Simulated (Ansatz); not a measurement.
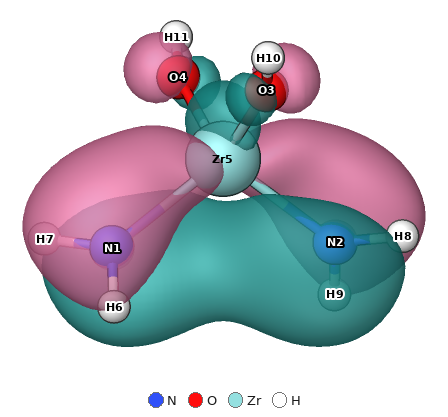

H$_{6}$N$_{2}$O$_{2}$Zr. The HOMO−1 at ±0.08 Å⁻³ᐟ² (teal and pink are the two phases), seen across its widest extent.

Geometry: PBE0-D4/def2-SVP; core potentials replace the inner electrons of Zr.

These are results of isolated molecule in a Gaussian basis; Kohn-Sham density functional theory, functional PBE0 in Ansatz 0.2.0, not measurements.

```yaml
atoms:
  - { symbol: N, position_ang: [-1.6379, 0.2851, 0.8712] }
  - { symbol: N, position_ang: [1.5656, -0.4232, 0.9466] }
  - { symbol: O, position_ang: [0.5838, 1.6236, -1.2306] }
  - { symbol: O, position_ang: [-0.4738, -1.4154, -1.5061] }
  - { symbol: Zr, position_ang: [0.0129, 0.0226, -0.3082] }
  - { symbol: H, position_ang: [-1.6871, 0.8580, 1.7107] }
  - { symbol: H, position_ang: [-2.5652, -0.0929, 0.6914] }
  - { symbol: H, position_ang: [2.4967, -0.0147, 0.9114] }
  - { symbol: H, position_ang: [1.5595, -1.1340, 1.6748] }
  - { symbol: H, position_ang: [0.5769, 2.4675, -1.6789] }
  - { symbol: H, position_ang: [-0.4313, -2.1766, -2.0822] }
```

What is the character of this orbital?

By Hirshfeld shares it lies mainly on N1 (about 35 %), N2 (about 35 %) and Zr5 (about 20 %). Its energy is −7.33 eV.
